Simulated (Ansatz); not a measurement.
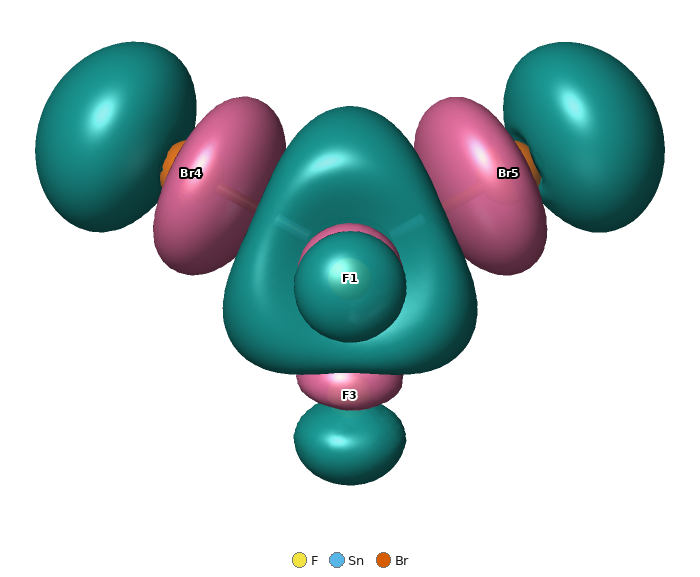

The picture shows: Br₂F₂Sn (SMILES [F][Sn]([F])([Br])[Br]). The LUMO at ±0.06 Å⁻³ᐟ² (teal and pink are the two phases), seen at a tilt.

Geometry: PBE0-D4/def2-TZVP; core potentials replace the inner electrons of Sn.

All numbers below come from RKS PBE0-D4/def2-TZVPP in Ansatz 0.2.0.

The calculation's input:

```
crystal:
  periodic: [false, false, false]
  atoms:
    - {symbol: F, position_ang: [0.032062, -0.404663, 1.876376]}
    - {symbol: Sn, position_ang: [0.043207, -0.047218, 0.019423]}
    - {symbol: F, position_ang: [1.477739, -1.081253, -0.650697]}
    - {symbol: Br, position_ang: [-2.027306, -0.839305, -0.952991]}
    - {symbol: Br, position_ang: [0.524298, 2.298839, -0.333512]}
basis:
  gaussian: {orbitals: def2-TZVPP}
hamiltonian: {xc: pbe0, dispersion: d4}
output: {orbitals: {seedname: orbitals}}
```

Run with:

```sh
ansatz run in.yaml --threads 4 --pin off --events-out ev --progress --plain --max-ram 10444MiB
```

**What is the character of this orbital?**

Its weight (Hirshfeld) is mainly on Sn2 (about 35 %), Br4 (about 25 %), Br5 (about 25 %), F1 (about 10 %) and F3 (about 10 %). Its energy is −3.39 eV.
